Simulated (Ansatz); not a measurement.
# HfSn3Se8: one candidate of a structure search, part 1 of 2

The task: take a trial cell of HfSn3Se8 to zero force and stress.

Method: DFT PBE, scalar-relativistic, plane waves, PAW, in Ansatz 0.2.0.

1 further run of the same task is left out (it didn't finish).

### 1 The starting structure

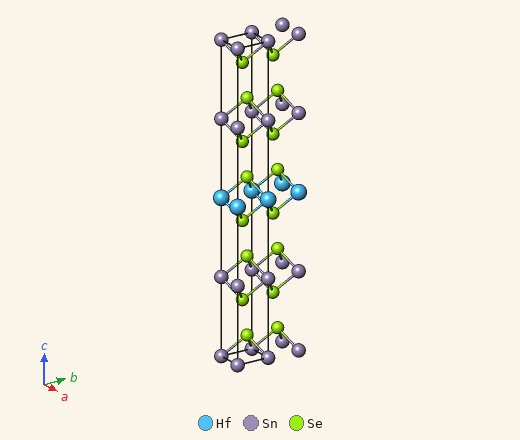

The starting structure, seen slightly off an axis (hafnium blue, tin purple, selenium green). 1×2×1 cells are drawn. Atoms on the faces are drawn again on the opposite ones.

Structure file:

```cif
data_structure
_symmetry_space_group_name_H-M 'P 1'
_symmetry_Int_Tables_number 1
_cell_length_a 3.8249
_cell_length_b 3.8249
_cell_length_c 26.0383
_cell_angle_alpha 90.000
_cell_angle_beta 90.000
_cell_angle_gamma 120.000
_cell_volume 329.90
loop_
_atom_site_label
_atom_site_type_symbol
_atom_site_fract_x
_atom_site_fract_y
_atom_site_fract_z
_atom_site_occupancy
Hf1 Hf 0.00000 0.00000 0.50000 1
Sn1 Sn 0.00000 0.00000 0.00000 1
Sn2 Sn 0.00000 0.00000 0.25000 1
Sn3 Sn 0.00000 0.00000 0.75000 1
Se1 Se 0.66667 0.33333 0.18961 1
Se2 Se 0.66667 0.33333 0.43961 1
Se3 Se 0.66667 0.33333 0.68961 1
Se4 Se 0.66667 0.33333 0.93961 1
Se5 Se 0.33333 0.66667 0.06039 1
Se6 Se 0.33333 0.66667 0.31039 1
Se7 Se 0.33333 0.66667 0.56039 1
Se8 Se 0.33333 0.66667 0.81039 1
```

The start is an ordering of an alloy on its end members' structure types: elements ordered on the sites of the HfSe2 type, Sn/Hf on Hf (P-3m1, No. 164).

### 2 A first look at the guess

File input.yaml:

```yaml
crystal:
  lattice:
    - [3.82492596, 0.0, 0.0]
    - [-1.91246298, 3.31248305, 0.0]
    - [0.0, 0.0, 26.03825046]
  atoms:
    - { symbol: Hf, position: [0.0, 0.0, 0.5] }
    - { symbol: Sn, position: [0.0, 0.0, 0.0] }
    - { symbol: Sn, position: [0.0, 0.0, 0.25] }
    - { symbol: Sn, position: [0.0, 0.0, 0.75] }
    - { symbol: Se, position: [0.66666667, 0.33333333, 0.1896137] }
    - { symbol: Se, position: [0.66666667, 0.33333333, 0.4396137] }
    - { symbol: Se, position: [0.66666667, 0.33333333, 0.6896137] }
    - { symbol: Se, position: [0.66666667, 0.33333333, 0.9396137] }
    - { symbol: Se, position: [0.33333333, 0.66666667, 0.0603863] }
    - { symbol: Se, position: [0.33333333, 0.66666667, 0.3103863] }
    - { symbol: Se, position: [0.33333333, 0.66666667, 0.5603863] }
    - { symbol: Se, position: [0.33333333, 0.66666667, 0.8103863] }
basis:
  ecutwfc: 420
kpoints:
  mp_grid: { grid: [6, 6, 1] }
hamiltonian:
  xc: pbe
scf:
  occupations: { method: gaussian, width: 0.1 }
  lower_state_search: "off"
output:
  forces: true
  stress: true
  eigenvalues: true
```

Command:

```console
$ ansatz run input.yaml --threads 1 --pin off --max-ram 2560MiB --backend cpu --events-out ev --progress --plain --runs-dir out
```

The program printed, cut to the lines that bear on the results:

```text
[...]
SCF converged after 8 iterations
Free energy (F): -77553.572153 eV
[...]
E sigma→0 (E₀):  -77553.572129 eV
Entropy (-TS):   -0.000048 eV (-0.004 meV/atom)
Fermi energy:    8.059312 eV
[...]
--- Forces (eV/Å), atoms counted from 1 ---
  atom   1  Hf     0.00000000    -0.00000000     0.00000000
  atom   2  Sn     0.00000000     0.00000000     0.00000000
  atom   3  Sn     0.00000000    -0.00000000    -0.00005190
  atom   4  Sn    -0.00000000     0.00000000     0.00005190
  atom   5  Se    -0.00000000     0.00000000    -0.32539434
  atom   6  Se     0.00000000    -0.00000000     0.22270199
  atom   7  Se    -0.00000000     0.00000000    -0.32546983
  atom   8  Se    -0.00000000     0.00000000    -0.32402497
[...]
--- Stress (GPa, compression-positive) ---
        1.447142       0.000000       0.000000
       -0.000000       1.447142      -0.000000
        0.000000      -0.000000       1.672668
  P = ⅓ Tr σ = 1.5223 GPa (15.223 kbar)
--- Band table (eV; the first three rows and the last of 7) ---
[...]
```

Wall time 8.1 s (1 thread of Intel Xeon 6975P-C (Granite Rapids), shared host); peak memory 0.74 GiB.

The probe gives pressure 1.5 GPa, largest force 0.33 eV/Å, gap on this mesh 0.45 eV. The coarse relaxation is skipped.

### 3 Final relaxation

input.yaml, as its differences from that of step 2:

```diff
@@ -21,3 +21,3 @@
 kpoints:
-  mp_grid: { grid: [6, 6, 1] }
+  mp_grid: { grid: [12, 12, 2] }
 hamiltonian:
@@ -25,4 +25,3 @@
 scf:
-  occupations: { method: gaussian, width: 0.1 }
-  lower_state_search: "off"
+  occupations: { method: gaussian, width: 0.02 }
 output:
@@ -31 +30,6 @@
   eigenvalues: true
+relax:
+  adjacent_minimum: "off"
+  f_tol: 0.01
+  max_steps: 80
+  cell: { stress_tol: 0.05 }
```

Command:

```console
$ ansatz run input.yaml --threads 1 --pin off --max-ram 2560MiB --backend cpu --events-out ev --progress --plain --runs-dir out
```

The program printed:

```text
Warning: RAYON_NUM_THREADS=1 ignored (pool sized by the plan → 1); use --threads N
Engine: ansatz 0.2.0, x86_64-unknown-linux-gnu
Pseudopotentials: kind: paw
Pseudopotential: Hf, paw, valence charge 26, recommended cutoff 420 eV (normal), Hf.paw.azcp
Pseudopotential: Sn, paw, valence charge 14, recommended cutoff 420 eV (normal), Sn.paw.azcp
Pseudopotential: Se, paw, valence charge 16, recommended cutoff 420 eV (normal), Se.paw.azcp
Functional definition: PBE
  parameter kappa = 0.804
  parameter beta = 0.06672455060314922
  exchange = pbe_x(kappa = kappa, mu = beta*pi^2/3)
  correlation = pbe_c(beta = beta)
Crystal: 12 atoms, lattice volume = 329.905 Å³
Basis set: ecut = 420 eV, 6435 PW (Γ), exchange–correlation on 54×54×360 points (8 copies of the dense FFT grid, shifted against one another)
Bands: 118, of which v1, the nominal top of the filled ones, is band 98 counted from 1 (97 counted from 0)
Symmetry: 12 space group operations
Space group: P-3m1 (ITA 164), of the structure as read, at distance tolerance 6.9e-5 Å
k-points: 38 of 288
Non-local potential: Hf, projectors of the file, l = 0: 3, l = 1: 2, l = 2: 2, l = 3: 3
Non-local potential: Sn, projectors of the file, l = 0: 2, l = 1: 2, l = 2: 2, l = 3: 2
Non-local potential: Se, projectors of the file, l = 0: 2, l = 1: 2, l = 2: 3, l = 3: 1
PAW form: soft (Blöchl's): semilocal exchange-correlation on the pseudo side does not see the compensation charge
PAW one-centre angular grid: Hf, 590 points (default); XC on 64 Gauss nodes
PAW one-centre angular grid: Sn, 590 points (default); XC on 64 Gauss nodes
PAW one-centre angular grid: Se, 590 points (default); XC on 64 Gauss nodes
Initial density: superposition of atomic densities (neutral atoms: chi_scale 0, normalization atom), corrected by the library's trained network
Initial wavefunctions: pseudopotential atomic-orbital guess
Functional: x = pbe(κ = 0.804, μ = 0.2195149727645171), c = pbe(β = 0.06672455060314922)
SCF iter   1: F=—  HF=-77553.622961 eV  |F-HF|=—  |Δ(HF+E_count)|=         —  Δρ=1.41e-3  dr2=1.50e-2  ethr=1.77e-3  ⟨swp⟩=6.0  Hψ=15943  notcnv=0  defer=17
preconditioner: auto → Resta (q_TF=auto, 2.502 Å⁻¹)  ε∞=3.0  [insulator: Δε(μ)=0.520 eV  Ē_g=14.867 eV  σ=0.020 eV  W_gap=1.00  n_scr=98 (ndim 8)  ℏωp=21.2 eV  f_vac=0.141  D(μ)=0.00/eV (n_scr^D=0)  ε∞_Penn≈3.0]
SCF iter   2: F=—  HF=-77553.621653 eV  |F-HF|=—  |Δ(HF+E_count)|=   1.31e-3  Δρ=8.13e-4  dr2=2.63e-3  ethr=7.66e-6  ⟨swp⟩=2.0  Hψ=6701  notcnv=0  defer=530
SCF iter   3: F=—  HF=-77553.622196 eV  |F-HF|=—  |Δ(HF+E_count)|=   5.43e-4  Δρ=4.48e-4  dr2=1.86e-3  ethr=1.34e-6  ⟨swp⟩=2.0  Hψ=4815  notcnv=0  defer=530
SCF iter   4: F=—  HF=-77553.622251 eV  |F-HF|=—  |Δ(HF+E_count)|=   5.52e-5  Δρ=2.15e-4  dr2=1.86e-4  ethr=9.50e-7  ⟨swp⟩=2.0  Hψ=4474  notcnv=0  defer=530
SCF iter   5: F=—  HF=-77553.622327 eV  |F-HF|=—  |Δ(HF+E_count)|=   7.59e-5  Δρ=6.00e-5  dr2=1.87e-5  ethr=9.48e-8  ⟨swp⟩=2.0  Hψ=5296  notcnv=0  defer=530
SCF iter   6: F=—  HF=-77553.622300 eV  |F-HF|=—  |Δ(HF+E_count)|=   2.69e-5  Δρ=2.55e-5  dr2=2.84e-6  ethr=9.54e-9  ⟨swp⟩=2.0  Hψ=7632  notcnv=0  defer=530
SCF iter   7: F=—  HF=-77553.622304 eV  |F-HF|=—  |Δ(HF+E_count)|=   3.24e-6  Δρ=9.28e-6  dr2=3.87e-7  ethr=1.45e-9  ⟨swp⟩=2.0  Hψ=7644  notcnv=0  defer=530
SCF iter   8: F=-77553.622304 eV  HF=-77553.622304 eV  |F-HF|=8.36e-8  |Δ(HF+E_count)|=   5.09e-7  Δρ=3.17e-6  dr2=4.06e-8  ethr=5.10e-11  ⟨swp⟩=10.4  Hψ=21432  notcnv=0
SCF 1 converged in 8 iterations: F = -77553.622304 eV  dr2 = 4.06e-8
relax step   1: F+E_penalty+E_count = -77553.62230420 eV  Δ(F+E_penalty+E_count) = +0.000e0 eV  max|allowed force component| = 3.356e-1 eV/Å  Δτ_max = 0.0000 Å  P = +1.466 GPa  Ω = 329.905 Å³  (8 SCF iters, dr2 threshold 1.00e-7 eV, accepted)
[... from here on, the SCF cycles and remarks between the steps are left out ...]
relax step   2: F+E_penalty+E_count = -77553.54100376 eV  Δ(F+E_penalty+E_count) = +8.130e-2 eV  max|allowed force component| = 5.656e-1 eV/Å  Δτ_max = 0.1307 Å  P = -1.059 GPa  Ω = 344.942 Å³  energy of the carried Pulay correction = -2.799e-3 eV  (11 SCF iters, dr2 threshold 1.20e-6 eV, rejected (line search))
relax step   3: F+E_penalty+E_count = -77553.68579783 eV  Δ(F+E_penalty+E_count) = -6.349e-2 eV  max|allowed force component| = 2.386e-2 eV/Å  Δτ_max = 0.0618 Å  P = +0.028 GPa  Ω = 340.938 Å³  energy of the carried Pulay correction = -2.066e-3 eV  (14 SCF iters, accepted)
relax step   4: F+E_penalty+E_count = -77553.69603435 eV  Δ(F+E_penalty+E_count) = -1.024e-2 eV  max|allowed force component| = 1.136e-2 eV/Å  Δτ_max = 0.0345 Å  P = -0.014 GPa  Ω = 346.947 Å³  energy of the carried Pulay correction = -3.163e-3 eV  (8 SCF iters, dr2 threshold 4.11e-7 eV, accepted)
relax step   5: F+E_penalty+E_count = -77553.70117152 eV  Δ(F+E_penalty+E_count) = -5.137e-3 eV  max|allowed force component| = 3.310e-3 eV/Å  Δτ_max = 0.0335 Å  P = +0.015 GPa  Ω = 353.776 Å³  energy of the carried Pulay correction = -4.386e-3 eV  (10 SCF iters, dr2 threshold 1.01e-7 eV, accepted)
relax step   6: F+E_penalty+E_count = -77553.70120668 eV  Δ(F+E_penalty+E_count) = -3.517e-5 eV  max|allowed force component| = 2.153e-2 eV/Å  Δτ_max = 0.0268 Å  P = +0.046 GPa  Ω = 358.487 Å³  energy of the carried Pulay correction = -5.216e-3 eV  (12 SCF iters, accepted)
relax step   7: F+E_penalty+E_count = -77553.70133097 eV  Δ(F+E_penalty+E_count) = -1.243e-4 eV  max|allowed force component| = 7.742e-3 eV/Å  Δτ_max = 0.0036 Å  P = -0.022 GPa  Ω = 359.085 Å³  energy of the carried Pulay correction = -5.320e-3 eV  (7 SCF iters, dr2 threshold 3.69e-8 eV, accepted)
relax step   8: F+E_penalty+E_count = -77553.70734506 eV  Δ(F+E_penalty+E_count) = -6.014e-3 eV  max|allowed force component| = 8.768e-3 eV/Å  Δτ_max = 0.0000 Å  P = -0.022 GPa  Ω = 359.085 Å³  stress off target by 2.58e-2 GPa  SCF on the basis re-selected at this cell (its energy is not comparable with the rows above)  (9 SCF iters)
basis re-selected at this cell: Δ(F+E_penalty+E_count) = -6.014e-3 eV, ΔP = -0.000 GPa vs the last step (what re-selecting the basis moved, of the pressure what is left beyond the Pulay correction that the steps carried, after the strain that the cell walked since its last selection, with what the two solves' SCF thresholds leave and, on support functions, any second-order correction that the steps lacked; it is no measure of the basis error at this ecutwfc). The dense FFT grid was sized anew with the basis: this SCF ran on 27×27×192 points, the steps before it on 27×27×180, so part of this shift can come from that change (see relax.cell in the input reference). This SCF's stress stands 2.58e-2 GPa from its target on what of the cell is left free (relax.cell.stress_tol is 5.00e-2 GPa) and its largest allowed force component is 8.77e-3 eV/Å (relax.f_tol is 1.00e-2 eV/Å): within both
SCF converged after 9 iterations
Free energy (F): -77553.707345 eV
Harris-Foulkes:  -77553.707345 eV  (|F-HF|=5.38e-10)
Internal energy: -77553.707345 eV  (E = F + TS)
E sigma→0 (E₀):  -77553.707345 eV
Fermi energy:    6.912986 eV
--- Per-component energies (eV) ---
  E_band       = -3889.607169
  E_kinetic    = 1925.141067
  E_local      = -38939.986240  (includes V_loc(G=0)·N_el)
  E_nonlocal   = -6103.838778
  E_hartree    = 19234.981815
  E_xc         = -2274.242544
  E_vxc        = -1331.379764  (∫ρ·V_xc dr)
  E_paw        = -34639.417033  (= ΣΔE_a)
  E_vpaw       = 2090.497855  (= ΣTr[D̂ρ^β])
  E_aug_tail   = -0.004807  (compensation charges beyond the density's cutoff)
  E_ewald      = -16756.340823
  E_smearing   = -0.000000  (= −TS)
  E_closure    = 0.000000  (closes the sum)
  Σ components = -77553.707345   (vs F -77553.707345, Δ=0.00e0)
--- Forces (eV/Å), atoms counted from 1 ---
  atom   1  Hf     0.00000000    -0.00000000     0.00000000
  atom   2  Sn     0.00000000     0.00000000     0.00000000
  atom   3  Sn    -0.00000000    -0.00000000     0.00007309
  atom   4  Sn     0.00000000     0.00000000    -0.00007309
  atom   5  Se     0.00000000     0.00000000     0.00876765
  atom   6  Se    -0.00000000    -0.00000000     0.00562205
  atom   7  Se     0.00000000     0.00000000     0.00787927
  atom   8  Se     0.00000000     0.00000000     0.00851249
  atom   9  Se    -0.00000000    -0.00000000    -0.00851249
  atom  10  Se     0.00000000    -0.00000000    -0.00787927
  atom  11  Se     0.00000000     0.00000000    -0.00562205
  atom  12  Se    -0.00000000    -0.00000000    -0.00876765
  max |Σ_I F_I| component: 9.25e-18 eV/Å
--- Stress (GPa, compression-positive) ---
       -0.020226       0.000000      -0.000000
        0.000000      -0.020226      -0.000000
       -0.000000      -0.000000      -0.025758
  P = ⅓ Tr σ = -0.0221 GPa (-0.221 kbar)
--- Band table (eV; the first three rows and the last of 38) ---
  k-point 0: bands = ["-55.8822", "-40.2287", "-40.2287", "-40.2287", "-40.2287", "-40.2286", "-40.2286", "-40.2286", "-40.2286", "-40.2284", "-40.2284", "-40.2284", "-40.2284", "-40.2034", "-40.2034", "-40.2034", "-40.2034", "-40.2034", "-40.2034", "-40.2031", "-40.2031", "-40.2030", "-40.2030", "-40.2030", "-40.2030", "-40.1937", "-40.1937", "-40.1936", "-40.1935", "-40.1933", "-40.1933", "-39.9842", "-39.9842", "-39.9838", "-39.9838", "-39.9771", "-39.9771", "-39.9767", "-39.9767", "-39.9731", "-39.9730", "-24.5129", "-24.4476", "-24.4476", "-14.6852", "-14.6852", "-14.6852", "-14.6852", "-14.6840", "-14.6840", "-14.6497", "-14.6497", "-14.6487", "-14.6404", "-14.6404", "-14.6404", "-14.6404", "-14.6392", "-14.6392", "-6.9733", "-6.9578", "-6.9417", "-6.3168", "-5.9371", "-5.8586", "-5.8341", "-5.8341", "-5.8284", "-5.8284", "-5.8257", "-5.7194", "-5.6875", "-5.6584", "-5.1537", "0.7080", "0.8142", "0.9222", "2.5969", "4.2386", "4.2386", "4.9199", "5.3136", "5.4859", "5.9862", "5.9862", "5.9943", "5.9943", "6.0028", "6.0028", "6.0299", "6.3609", "6.3609", "6.3737", "6.3737", "6.3873", "6.3873", "6.6899", "6.6899", "7.7218", "8.1248", "8.2414", "8.2414", "8.3602", "8.7756", "9.5292", "9.5556", "9.5897", "11.0199", "11.0199", "11.0434", "11.0434", "11.0706", "11.0706", "11.4988", "11.7347", "11.7347", "11.9557", "13.7133"]
[... 3 lines left out ...]
--- Relaxed structure (7 steps of the walk, 6 accepted, 1 SCFs on fresh bases) ---
  F+E_penalty+E_count = -77553.70734506 eV   max|allowed force component| = 8.768e-3 eV/Å   (the final SCF, on the basis selected at the relaxed cell)
  cell:  # Å, volume = 359.0854 Å³
    - [3.846562508574204, -3.5003837720955654e-33, 1.159274505809659e-17]
    - [-1.923281254287102, 3.331220849670058, -5.796372529048279e-18]
    - [7.891781499844077e-17, 1.1418529996890493e-31, 28.023444734103773]
  atoms:
    - { symbol: Hf, position: [3.0814879110195774e-33, -1.7119464886122409e-34, 0.49999999999999994] }
    - { symbol: Sn, position: [-1.0712358253172307e-33, 1.388937717175964e-34, 4.025086484513833e-20] }
    - { symbol: Sn, position: [8.055324958850377e-21, 2.2640896072861026e-34, 0.25003197461490256] }
    - { symbol: Sn, position: [-8.055324958841902e-21, -8.428510129665617e-35, 0.7499680253850973] }
    - { symbol: Se, position: [0.6666666666666666, 0.3333333333333333, 0.19280900403598397] }
    - { symbol: Se, position: [0.6666666666666666, 0.3333333333333333, 0.4449010441284423] }
    - { symbol: Se, position: [0.6666666666666666, 0.3333333333333333, 0.6927491436659466] }
    - { symbol: Se, position: [0.6666666666666666, 0.3333333333333333, 0.9427790432075237] }
    - { symbol: Se, position: [0.3333333333333333, 0.6666666666666666, 0.057220956792476164] }
    - { symbol: Se, position: [0.3333333333333333, 0.6666666666666666, 0.30725085633405314] }
    - { symbol: Se, position: [0.3333333333333333, 0.6666666666666666, 0.5550989558715577] }
    - { symbol: Se, position: [0.3333333333333333, 0.6666666666666666, 0.807190995964016] }
```

Wall time 7.5 min (1 thread of Intel Xeon 6975P-C (Granite Rapids), shared host); peak memory 1.4 GiB.

Relaxation path:

```
step  E - E(step 1) (eV/cell)  largest force component (eV/Å)  pressure (GPa)  volume (Å³)
   1                   0.0000                          0.3356            1.47       329.90
   2                   0.0813                          0.5656           -1.06       344.94
   3                  -0.0635                          0.0239            0.03       340.94
   4                  -0.0737                          0.0114           -0.01       346.95
   5                  -0.0789                          0.0033            0.02       353.78
   6                  -0.0789                          0.0215            0.05       358.49
   7                  -0.0790                          0.0077           -0.02       359.09
   8                  -0.0850                          0.0088           -0.02       359.09
```

Step 1 is the start. Step 8 repeats the geometry before it on a plane-wave basis chosen anew for that cell, so its energy need not be comparable with the rows above. Step 2 was tried and not accepted.

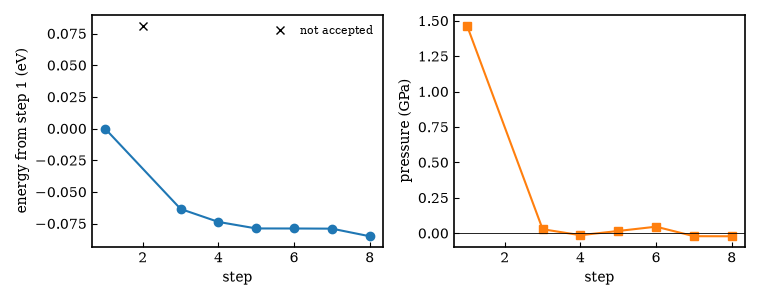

Energy and pressure along the relaxation.

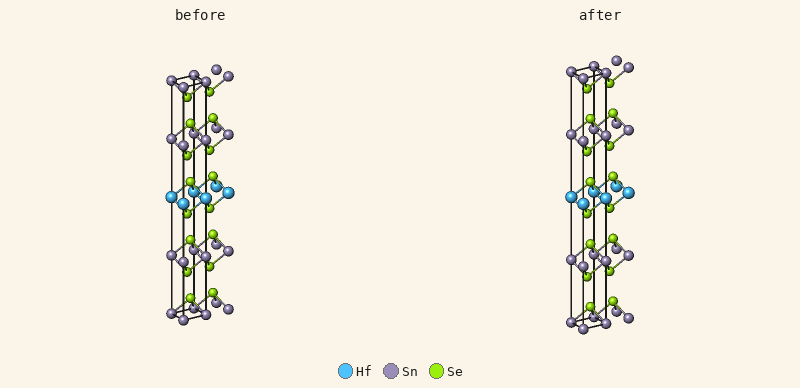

Before and after, at one scale.

|  | before | after | change |
| --- | --- | --- | --- |
| a (Å) | 3.825 | 3.847 | +0.6 % |
| b (Å) | 3.825 | 3.847 | +0.6 % |
| c (Å) | 26.038 | 28.023 | +7.6 % |
| volume (Å³/atom) | 27.49 | 29.92 | +8.8 % |
| shortest distance (Å) | 2.711 | 2.705 | -0.2 % |
| space group (0.01 Å) | P-3m1 | P-3m1 | same |

The end holds layers, chains or molecules that no bond joins, and this functional has no dispersion term, so the space between them comes out too large.

Forces and stress were held to the start's 12 operations: a distortion of lower symmetry was not tested.

(Continued in part 2 of 2.)
